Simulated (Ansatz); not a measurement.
# Stretching the linear Ga chain, part 2 of 3

Aim: how do moment and conductance of the linear Ga chain follow its length?

Ansatz 0.2.0; DFT PBE, plane waves, PAW; relaxation of a chain's period (the session's first sound run).

So far. Step 2 (The relaxed wire): The cell's length comes to 2.289 Å with no moment.

## (3) The chain at a fixed length, period over the relaxed period 0.88, k-mesh 1×1×40

This step: DFT PBE, plane waves, PAW; channels and complex bands of a perfect chain (Ansatz 0.2.0).

The period is set to 0.88 times the relaxed one: shorter bonds widen the bands.

The cell differs from the one that the last finished run ended in (c 2.289 → 2.014 Å).

Contents of input.yaml:

```yaml
crystal:
  lattice:
    - [7.5, 0.0, 0.0]
    - [0.0, 7.5, 0.0]
    - [0.0, 0.0, 2.0138835771]
  atoms:
    - { symbol: Ga, position: [0.5, 0.5, 0.0], spin: 0.5 }
magnetization:
  spin_polarized: true
kpoints:
  mp_grid: { grid: [1, 1, 40] }
scf:
  occupations: { method: fermi_dirac, width: 0.05 }
hamiltonian:
  xc: pbe
output:
  transmission:
    e_range: [-2, 2]
    de: 0.035
    kmesh: [1, 1]
    reduced_basis: true
    leads: [[0, 0]]
  stress: true
```

Started as:

```
ansatz run input.yaml --threads 4 --pin off --max-ram 8192MiB --backend cpu --events-out ev --progress --plain --runs-dir out
```

Numbers of over 12 decimals in the logs are rounded to 6 here.

The log of the run:

```text
[...]
Crystal: 1 atoms, lattice volume = 113.281 Å³
Basis set: ecut = 420 eV, 2223 PW (Γ)
Bands: 11, of which v1, the nominal top of the filled ones, is band 7 counted from 1 (6 counted from 0)
Symmetry: 16 space group operations
[...]
k-points: 21 of 40
[...]
Starting moments: Σ|m| = 0.5 μB on 1 of 1 site
[...]
SCF iter   1: F=—  HF=-3781.237864 eV  |F-HF|=—  |Δ(HF+E_count)|=         —  Δρ=2.65e-2 (↑2.65e-2 ↓2.16e-2)  dr2=5.40e-1  dr2_m=4.97e-1  M=0.068 μB ∫|m|=0.068 μB  β_m=0.30  ethr=3.10e-3  ⟨swp⟩=6.0  Hψ=3088  notcnv=0
[...]
spin=Collinear: Resta preconditioning applied to the charge; magnetization (m = ρ↑ − ρ↓) channel mixes plain (no charge-response kernel on spin).
SCF iter   2: F=—  HF=-3781.138020 eV  |F-HF|=—  |Δ(HF+E_count)|=   9.98e-2  Δρ=1.82e-2 (↑1.82e-2 ↓1.55e-2)  dr2=2.32e-1  dr2_m=2.49e-1  M=0.058 μB ∫|m|=0.058 μB  β_m=0.30  ethr=3.10e-3  ⟨swp⟩=1.3  Hψ=837  notcnv=0  defer=13
[...]
SCF iter  14: F=-3781.078704 eV  HF=-3781.078704 eV  |F-HF|=2.73e-12  |Δ(HF+E_count)|=   2.88e-9  Δρ=1.83e-8 (↑1.75e-8 ↓1.83e-8)  dr2=2.24e-13  dr2_m=2.53e-13  M=0.000 μB ∫|m|=0.000 μB  ethr=1.00e-12  ⟨swp⟩=3.3  Hψ=1097  notcnv=0
SCF 1 converged in 14 iterations: F = -3781.078704 eV  dr2 = 2.24e-13
[...]
transmission: 6 of 36 steps passed
transmission: 9 of 36 steps passed
[...]
transmission: 36 of 36 steps passed
SCF converged after 14 iterations
Magnetization: 0.0000 μB (6.5000 up, 6.5000 down)
Absolute magnetization: 0.0000 μB (∫|ρ↑−ρ↓|, with the PAW one-centre terms)
[...]
Per-site moments (μB) at R_I (Å): [(1.4415114749117784e-7, 0.830727)]
Free energy (F): -3781.078704 eV
[...]
Internal energy: -3781.071127 eV  (E = F + TS)
E sigma→0 (E₀):  -3781.074916 eV
Entropy (-TS):   -0.007577 eV (-7.577 meV/atom)
Fermi energy:    -2.170040 eV
[...]
--- Stress (GPa, compression-positive) ---
        0.184810       0.000000       0.000000
        0.000000       0.184810       0.000000
        0.000000       0.000000      15.052942
  P = ⅓ Tr σ = 5.1409 GPa (51.409 kbar)
--- Band table (eV; the first three rows and the last of 42) ---
  k-point 0 ↑: bands = [... 3 lower, -16.4148, -16.4148, -10.3426, -2.8553, -2.8553, 1.0288, 2.4997, 3.9338]
  k-point 1 ↑: bands = [... 3 lower, -16.4244, -16.4244, -10.3235, -2.8275, -2.8275, 1.0514, 2.5226, 3.9564]
  k-point 2 ↑: bands = [... 3 lower, -16.4529, -16.4529, -10.2658, -2.7444, -2.7444, 1.1190, 2.5913, 4.0242]
  k-point 20 ↓: bands = [... 3 lower, -16.8864, -16.0645, -2.9788, 0.9865, 5.9989, 5.9989, 8.1761, 8.1761]
--- Transmission ---
  basis      : 497 plane waves across, 3 finite elements along
  points     : 1, standing for a mesh of 1 x 1
  filling    : by the input's occupations and mesh, since the crystals that have channels conduct as metals do. If one of these is a semiconductor, that mesh has misplaced its level
  energies   : 115 from -2.000000 to 1.990000 eV about the Fermi level, 0.035000 eV apart; the leads are filled to 0.000000 eV, and channels, transmission and decay are at -0.005000 eV
  crystal 0  : Ga1, at the sites [0, 0], period 2.0139 Å: whole cells are its period
    offset         : up to 0.0000 Å between an atom of the period and one for which it stands
    filled         : 0.2 meV over the level at which it is neutral
    channels       : 2.000000e0 up, 2.000000e0 down
    conductance    : 2.7549e14 S/m² at 300 K; may be off by some 0.0 % by where its bands' edges are placed, 0.0 % from the distance to neutral
```

It took 20 s on 4 threads of Arm Neoverse V1, shared host; peak memory 0.43 GiB; 68 s of CPU time.

This step gave:

```yaml
energy_at_zero_smearing: -3781.0749 eV
channels_at_the_energy_nearest_the_fermi_level_spin_up: 2
channels_at_the_energy_nearest_the_fermi_level_spin_down: 2
conductance_of_the_lead_as_this_run_defines_it: 2.000 G₀
band_gap: 0 eV
```

Open channels of the lead against energy, zero at the Fermi level:

```csv
energy (eV),spin up,spin down
-2.000,1,1
-1.510,1,1
-0.985,1,1
-0.495,2,2
-0.005,2,2
0.485,2,2
1.010,2,2
1.500,2,2
```

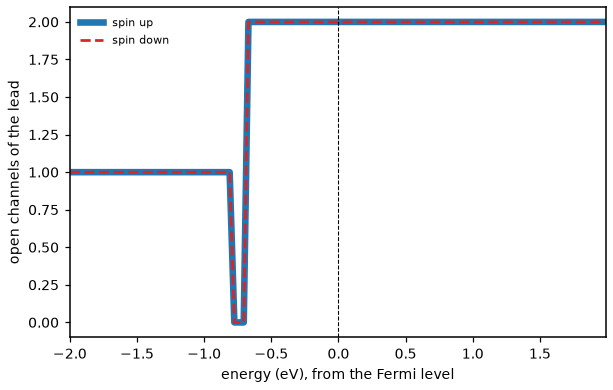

Open channels of the lead, plotted against energy.

At the computed energy nearest the Fermi level there are 2 spin-up and 2 spin-down channels, and the thermal average gives 2.00 G₀.

## (4) The chain at a fixed length, period over the relaxed period 0.92, k-mesh 1×1×38

The period is set to 0.92 times the relaxed one: shorter bonds widen the bands.

The cell differs from the one that the last finished run ended in (c 2.014 → 2.105 Å).

input.yaml, as its differences from that of step 3:

```diff
@@ -4,3 +4,3 @@
     - [0.0, 7.5, 0.0]
-    - [0.0, 0.0, 2.0138835771]
+    - [0.0, 0.0, 2.1054237397]
   atoms:
@@ -10,3 +10,3 @@
 kpoints:
-  mp_grid: { grid: [1, 1, 40] }
+  mp_grid: { grid: [1, 1, 38] }
 scf:
```

The log of the run:

```text
[...]
Crystal: 1 atoms, lattice volume = 118.430 Å³
Basis set: ecut = 420 eV, 2335 PW (Γ)
Bands: 11, of which v1, the nominal top of the filled ones, is band 7 counted from 1 (6 counted from 0)
Symmetry: 16 space group operations
[...]
k-points: 20 of 38
[...]
Starting moments: Σ|m| = 0.5 μB on 1 of 1 site
[...]
--- Transmission ---
  basis      : 497 plane waves across, 3 finite elements along
  points     : 1, standing for a mesh of 1 x 1
[...]
crystal 0  : Ga1, at the sites [0, 0], period 2.1054 Å: whole cells are its period
[...]
filled         : 14.9 meV over the level at which it is neutral
    channels       : 2.000000e0 up, 2.000000e0 down
[...]
[key lines of the parts left out:]
SCF converged after 14 iterations
Magnetization: -0.0000 μB (6.5000 up, 6.5000 down)
Free energy (F): -3781.443887 eV
Fermi energy:    -2.128861 eV
P = ⅓ Tr σ = 2.8191 GPa (28.191 kbar)
```

Wall time 20 s (4 threads); peak memory 0.43 GiB.

At the computed energy nearest the Fermi level there are 2 spin-up and 2 spin-down channels, and the thermal average gives 2.00 G₀.

## (5) At a set period, period over the relaxed period 0.96, k-mesh 1×1×37

The period is set to 0.96 times the relaxed one: shorter bonds widen the bands.

The cell differs from the one that the last finished run ended in (c 2.105 → 2.197 Å).

input.yaml, as its differences from that of step 4:

```diff
@@ -4,3 +4,3 @@
     - [0.0, 7.5, 0.0]
-    - [0.0, 0.0, 2.1054237397]
+    - [0.0, 0.0, 2.1969639023]
   atoms:
@@ -10,3 +10,3 @@
 kpoints:
-  mp_grid: { grid: [1, 1, 38] }
+  mp_grid: { grid: [1, 1, 37] }
 scf:
```

The log of the run:

```text
[...]
Crystal: 1 atoms, lattice volume = 123.579 Å³
Basis set: ecut = 420 eV, 2447 PW (Γ)
Bands: 11, of which v1, the nominal top of the filled ones, is band 7 counted from 1 (6 counted from 0)
Symmetry: 16 space group operations
[...]
k-points: 19 of 37
[...]
Starting moments: Σ|m| = 0.5 μB on 1 of 1 site
[...]
--- Transmission ---
  basis      : 497 plane waves across, 3 finite elements along
  points     : 1, standing for a mesh of 1 x 1
[...]
crystal 0  : Ga1, at the sites [0, 0], period 2.1970 Å: whole cells are its period
[...]
filled         : 12.5 meV over the level at which it is neutral
    channels       : 2.000000e0 up, 2.000000e0 down
[...]
[key lines of the parts left out:]
SCF converged after 13 iterations
Magnetization: 0.0000 μB (6.5000 up, 6.5000 down)
Free energy (F): -3781.621181 eV
Fermi energy:    -2.106653 eV
P = ⅓ Tr σ = 1.2109 GPa (12.109 kbar)
```

It took 18 s on 4 threads; peak memory 0.41 GiB; 56 s of CPU time.

At the computed energy nearest the Fermi level there are 2 spin-up and 2 spin-down channels, and the thermal average gives 2.00 G₀.

## (6) At a set period, period over the relaxed period 1, k-mesh 1×1×35

The period is set to 1.0 times the relaxed one, as the point of reference.

input.yaml, as its differences from that of step 5:

```diff
@@ -4,3 +4,3 @@
     - [0.0, 7.5, 0.0]
-    - [0.0, 0.0, 2.1969639023]
+    - [0.0, 0.0, 2.2885040649]
   atoms:
@@ -10,3 +10,3 @@
 kpoints:
-  mp_grid: { grid: [1, 1, 37] }
+  mp_grid: { grid: [1, 1, 35] }
 scf:
```

The log of the run:

```text
[...]
Crystal: 1 atoms, lattice volume = 128.728 Å³
Basis set: ecut = 420 eV, 2511 PW (Γ)
Bands: 11, of which v1, the nominal top of the filled ones, is band 7 counted from 1 (6 counted from 0)
Symmetry: 16 space group operations
[...]
k-points: 18 of 35
[...]
Starting moments: Σ|m| = 0.5 μB on 1 of 1 site
[...]
--- Transmission ---
  basis      : 497 plane waves across, 3 finite elements along
  points     : 1, standing for a mesh of 1 x 1
[...]
crystal 0  : Ga1, at the sites [0, 0], period 2.2885 Å: whole cells are its period
[...]
filled         : 1.8 meV under the level at which it is neutral
    channels       : 2.000000e0 up, 2.000000e0 down
[...]
[key lines of the parts left out:]
SCF converged after 14 iterations
Magnetization: -0.0000 μB (6.5000 up, 6.5000 down)
Free energy (F): -3781.669988 eV
Fermi energy:    -2.098033 eV
P = ⅓ Tr σ = 0.1357 GPa (1.357 kbar)
```

The job ended after 17 s (4 threads; peak memory 0.41 GiB; 57 s of CPU time).

At the computed energy nearest the Fermi level there are 2 spin-up and 2 spin-down channels, and the thermal average gives 2.00 G₀.

## (7) At a set period, period over the relaxed period 1.04, k-mesh 1×1×34

The period is set to 1.04 times the relaxed one: longer bonds narrow the bands.

The cell differs from the one that the last finished run ended in (c 2.289 → 2.380 Å).

input.yaml, as its differences from that of step 6:

```diff
@@ -4,3 +4,3 @@
     - [0.0, 7.5, 0.0]
-    - [0.0, 0.0, 2.2885040649]
+    - [0.0, 0.0, 2.3800442275]
   atoms:
@@ -10,3 +10,3 @@
 kpoints:
-  mp_grid: { grid: [1, 1, 35] }
+  mp_grid: { grid: [1, 1, 34] }
 scf:
```

The log of the run:

```text
[...]
Crystal: 1 atoms, lattice volume = 133.877 Å³
Basis set: ecut = 420 eV, 2599 PW (Γ)
Bands: 11, of which v1, the nominal top of the filled ones, is band 7 counted from 1 (6 counted from 0)
Symmetry: 16 space group operations
[...]
k-points: 18 of 34
[...]
Starting moments: Σ|m| = 0.5 μB on 1 of 1 site
[...]
--- Transmission ---
  basis      : 497 plane waves across, 3 finite elements along
  points     : 1, standing for a mesh of 1 x 1
[...]
crystal 0  : Ga1, at the sites [0, 0], period 2.3800 Å: whole cells are its period
[...]
filled         : 13.2 meV over the level at which it is neutral
    channels       : 3.000000e0 up, 3.000000e0 down
[...]
[key lines of the parts left out:]
SCF converged after 17 iterations
Magnetization: 0.0001 μB (6.5001 up, 6.4999 down)
Free energy (F): -3781.669983 eV
Fermi energy:    -2.051213 eV
P = ⅓ Tr σ = 0.1893 GPa (1.893 kbar)
```

Wall time 17 s (4 threads); peak memory 0.41 GiB; 56 s of CPU time.

At the computed energy nearest the Fermi level there are 3 spin-up and 3 spin-down channels, and the thermal average gives 3.00 G₀. The change of length costs 0.004 eV a cell and leaves no moment.

Between step 3 and this run (period over the relaxed period 1.04 and k-mesh 1×1×34) the value for the conductance of the lead as this run defines it moves from 2.00 G₀ to 3.00 G₀ (+50 %).

## (8) At a set period, period over the relaxed period 1.08, k-mesh 1×1×33

The period is set to 1.08 times the relaxed one: longer bonds narrow the bands.

The cell differs from the one that the last finished run ended in (c 2.380 → 2.472 Å).

input.yaml, as its differences from that of step 7:

```diff
@@ -4,3 +4,3 @@
     - [0.0, 7.5, 0.0]
-    - [0.0, 0.0, 2.3800442275]
+    - [0.0, 0.0, 2.4715843901]
   atoms:
@@ -10,3 +10,3 @@
 kpoints:
-  mp_grid: { grid: [1, 1, 34] }
+  mp_grid: { grid: [1, 1, 33] }
 scf:
```

The log of the run:

```text
[...]
Crystal: 1 atoms, lattice volume = 139.027 Å³
Basis set: ecut = 420 eV, 2713 PW (Γ)
Bands: 11, of which v1, the nominal top of the filled ones, is band 7 counted from 1 (6 counted from 0)
Symmetry: 16 space group operations
[...]
k-points: 17 of 33
[...]
Starting moments: Σ|m| = 0.5 μB on 1 of 1 site
[...]
--- Transmission ---
  basis      : 497 plane waves across, 4 finite elements along
  points     : 1, standing for a mesh of 1 x 1
[...]
crystal 0  : Ga1, at the sites [0, 0], period 2.4716 Å: whole cells are its period
[...]
filled         : 3.9 meV over the level at which it is neutral
    channels       : 3.000000e0 up, 3.000000e0 down
[...]
[key lines of the parts left out:]
SCF converged after 18 iterations
Magnetization: 0.0002 μB (6.5001 up, 6.4999 down)
Free energy (F): -3781.675596 eV
Fermi energy:    -1.992082 eV
P = ⅓ Tr σ = 0.1228 GPa (1.228 kbar)
```

Elapsed: 25 s, on 4 threads; peak memory 0.46 GiB.

At the computed energy nearest the Fermi level there are 3 spin-up and 3 spin-down channels, and the thermal average gives 3.00 G₀. The change of length costs -0.001 eV a cell and leaves no moment.

For the conductance of the lead as this run defines it, step 3 gave 2.00 G₀; this run, with period over the relaxed period 1.08 and k-mesh 1×1×33, gives 3.00 G₀ (+50 %).

## (9) At a set period, period over the relaxed period 1.13, k-mesh 1×1×31

The period is set to 1.13 times the relaxed one: longer bonds narrow the bands.

The cell differs from the one that the last finished run ended in (c 2.472 → 2.586 Å).

input.yaml, as its differences from that of step 8:

```diff
@@ -4,3 +4,3 @@
     - [0.0, 7.5, 0.0]
-    - [0.0, 0.0, 2.4715843901]
+    - [0.0, 0.0, 2.5860095934]
   atoms:
@@ -10,3 +10,3 @@
 kpoints:
-  mp_grid: { grid: [1, 1, 33] }
+  mp_grid: { grid: [1, 1, 31] }
 scf:
```

The log of the run:

```text
[...]
Crystal: 1 atoms, lattice volume = 145.463 Å³
Basis set: ecut = 420 eV, 2857 PW (Γ)
Bands: 11, of which v1, the nominal top of the filled ones, is band 7 counted from 1 (6 counted from 0)
Symmetry: 16 space group operations
[...]
k-points: 16 of 31
[...]
Starting moments: Σ|m| = 0.5 μB on 1 of 1 site
[...]
--- Transmission ---
  basis      : 497 plane waves across, 4 finite elements along
  points     : 1, standing for a mesh of 1 x 1
[...]
crystal 0  : Ga1, at the sites [0, 0], period 2.5860 Å: whole cells are its period
[...]
filled         : 5.8 meV over the level at which it is neutral
    channels       : 3.000000e0 up, 3.000000e0 down
[...]
[key lines of the parts left out:]
SCF converged after 15 iterations
Magnetization: 0.1429 μB (6.5714 up, 6.4286 down)
Free energy (F): -3781.671905 eV
Fermi energy:    -1.902243 eV
P = ⅓ Tr σ = -0.0701 GPa (-0.701 kbar)
```

Wall time 23 s (4 threads); peak memory 0.47 GiB.

The open channels of the lead by energy, zero at the Fermi level:

| energy (eV) | spin up | spin down |
| --- | --- | --- |
| -2.000 | 1 | 1 |
| -1.510 | 0 | 0 |
| -0.985 | 1 | 1 |
| -0.495 | 1 | 1 |
| -0.005 | 3 | 3 |
| 0.485 | 3 | 3 |
| 1.010 | 3 | 3 |
| 1.500 | 3 | 3 |

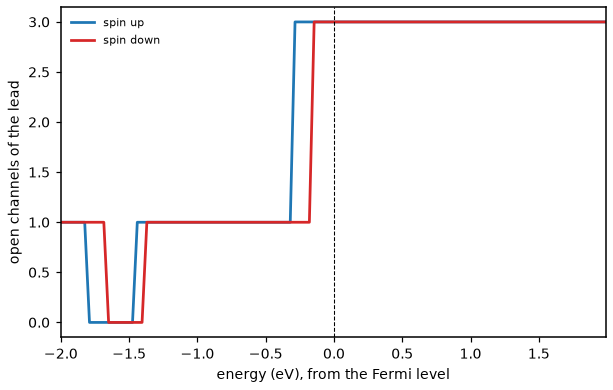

Open channels of the lead, plotted against energy.

At the computed energy nearest the Fermi level there are 3 spin-up and 3 spin-down channels, and the thermal average gives 3.00 G₀. The change of length costs 0.002 eV a cell and leaves an absolute moment of 0.15 μB a cell.

## (10) At a set period, period over the relaxed period 1.2, k-mesh 1×1×30

The period is set to 1.2 times the relaxed one: longer bonds narrow the bands.

The cell differs from the one that the last finished run ended in (c 2.586 → 2.746 Å).

input.yaml, as its differences from that of step 9:

```diff
@@ -4,3 +4,3 @@
     - [0.0, 7.5, 0.0]
-    - [0.0, 0.0, 2.5860095934]
+    - [0.0, 0.0, 2.7462048779]
   atoms:
@@ -10,3 +10,3 @@
 kpoints:
-  mp_grid: { grid: [1, 1, 31] }
+  mp_grid: { grid: [1, 1, 30] }
 scf:
```

The log of the run:

```text
[...]
Crystal: 1 atoms, lattice volume = 154.474 Å³
Basis set: ecut = 420 eV, 3073 PW (Γ)
Bands: 11, of which v1, the nominal top of the filled ones, is band 7 counted from 1 (6 counted from 0)
Symmetry: 16 space group operations
[...]
k-points: 16 of 30
[...]
Starting moments: Σ|m| = 0.5 μB on 1 of 1 site
[...]
--- Transmission ---
  basis      : 497 plane waves across, 4 finite elements along
  points     : 1, standing for a mesh of 1 x 1
[...]
crystal 0  : Ga1, at the sites [0, 0], period 2.7462 Å: whole cells are its period
[...]
filled         : 8.1 meV under the level at which it is neutral
    channels       : 3.000000e0 up, 1.000000e0 down
[...]
[key lines of the parts left out:]
SCF converged after 22 iterations
Magnetization: 0.6284 μB (6.8142 up, 6.1858 down)
Free energy (F): -3781.633928 eV
Fermi energy:    -1.716824 eV
P = ⅓ Tr σ = -0.2410 GPa (-2.410 kbar)
```

Run time: 27 s. Hardware: 4 threads; peak memory 0.47 GiB; 93 s of CPU time.

At the computed energy nearest the Fermi level there are 3 spin-up and 1 spin-down channels, and the thermal average gives 2.02 G₀. The change of length costs 0.037 eV a cell and leaves an absolute moment of 0.64 μB a cell.

## (11) The chain at a fixed length, period over the relaxed period 1.3, k-mesh 1×1×27

The period is set to 1.3 times the relaxed one: longer bonds narrow the bands.

The cell differs from the one that the last finished run ended in (c 2.746 → 2.975 Å).

input.yaml, as its differences from that of step 10:

```diff
@@ -4,3 +4,3 @@
     - [0.0, 7.5, 0.0]
-    - [0.0, 0.0, 2.7462048779]
+    - [0.0, 0.0, 2.9750552844]
   atoms:
@@ -10,3 +10,3 @@
 kpoints:
-  mp_grid: { grid: [1, 1, 30] }
+  mp_grid: { grid: [1, 1, 27] }
 scf:
```

The log of the run:

```text
[...]
Crystal: 1 atoms, lattice volume = 167.347 Å³
Basis set: ecut = 420 eV, 3265 PW (Γ)
Bands: 11, of which v1, the nominal top of the filled ones, is band 7 counted from 1 (6 counted from 0)
Symmetry: 16 space group operations
[...]
k-points: 14 of 27
[...]
Starting moments: Σ|m| = 0.5 μB on 1 of 1 site
[...]
--- Transmission ---
  basis      : 497 plane waves across, 4 finite elements along
  points     : 1, standing for a mesh of 1 x 1
[...]
crystal 0  : Ga1, at the sites [0, 0], period 2.9751 Å: whole cells are its period
[...]
filled         : 1.7 meV under the level at which it is neutral
    channels       : 3.000000e0 up, 1.000000e0 down
[...]
[key lines of the parts left out:]
SCF converged after 18 iterations
Magnetization: 0.5928 μB (6.7964 up, 6.2036 down)
Free energy (F): -3781.531484 eV
Fermi energy:    -1.698061 eV
P = ⅓ Tr σ = -0.4340 GPa (-4.340 kbar)
```

It took 14 s on 4 threads; peak memory 0.41 GiB.

Open channels of the lead against energy, zero at the Fermi level:

| energy (eV) | spin up | spin down |
| --- | --- | --- |
| -1.405 | 0 | 0 |
| -1.195 | 1 | 0 |
| -0.985 | 1 | 1 |
| -0.810 | 1 | 1 |
| -0.600 | 1 | 1 |
| -0.390 | 1 | 1 |
| -0.215 | 3 | 1 |
| -0.005 | 3 | 1 |
| 0.205 | 3 | 1 |
| 0.415 | 3 | 3 |
| 0.590 | 3 | 3 |
| 0.800 | 3 | 3 |
| 1.010 | 3 | 3 |
| 1.185 | 3 | 3 |
| 1.395 | 3 | 3 |
| 1.605 | 3 | 3 |
| 1.815 | 3 | 3 |

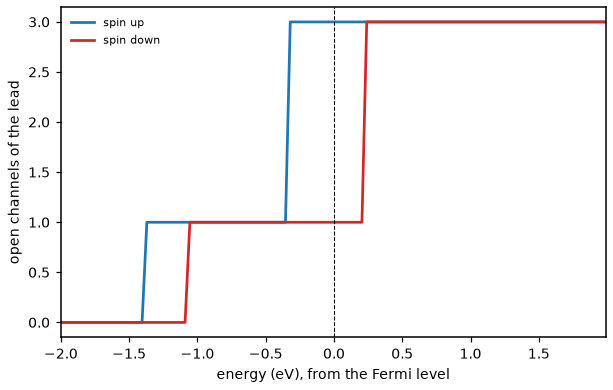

Open channels of the lead, plotted against energy.

At the computed energy nearest the Fermi level there are 3 spin-up and 1 spin-down channels, and the thermal average gives 2.00 G₀. The change of length costs 0.140 eV a cell and leaves an absolute moment of 0.60 μB a cell.

(Part 2 of 3 ends here.)

[Logs are printed without paths, hosts, clocks, repeated set-up lines and the standing remarks that a program may print on its own settings, such as how far it seeks lower states.]

[Hosts, paths, dates, database ids (printed as entryN), source tags and the programs' standing remarks are cut or masked in the printed files.]
